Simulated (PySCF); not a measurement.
# F6Mo ([MoF6]-): the cost of one run

Computed with PySCF 2.14.0 and routines of our own; the level stands in each step. Atoms count from 0.

## Step 1: The starting structure

7 atoms, charge -1, states of the metal's open shell are computed; geometry from: model geometry, bond lengths from ionic radii.

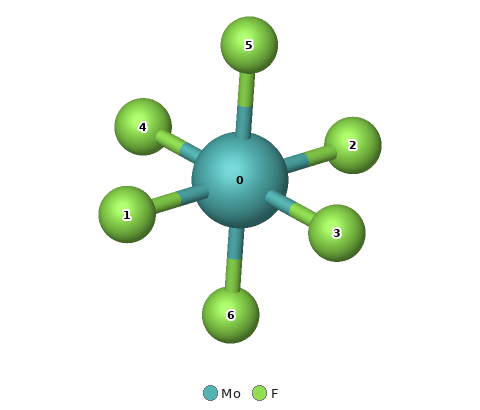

The starting geometry (molybdenum teal, fluorine green); sticks join atoms by distance alone.

## Step 2: Ligand-field states: state-averaged CASSCF in water

What the job is given:

```
{"job": {"kind": "lf", "basis": {"metal": "x2c-TZVPall", "ligand": "x2c-SVPall"}, "nevpt": true, "solvent": "water"}, "charge": -1, "metal": "Mo", "open_shell": "d1"}
Mo     0.000000     0.000000     0.000000
F      0.000000     0.000000     1.910000
F      0.000000     0.000000    -1.910000
F      1.910000     0.000000     0.000000
F     -1.910000     0.000000     0.000000
F      0.000000     1.910000     0.000000
F     -0.000000    -1.910000     0.000000
```

With the program's defaults for keys left out, this is: state-averaged CASSCF of the metal d shell, SC-NEVPT2 on the averaged canonical orbitals, state-interaction spin-orbit coupling.

Run with:

```bash
OMP_NUM_THREADS=1 python lf_run.py task.json out
```

The driver reads the jobs from task.json and runs them one after another.

**Question.** How long does this first job take on 1 thread of Arm Neoverse V1, shared host, and how much memory does it need?

About 12 s, with a peak of 0.35 GiB.
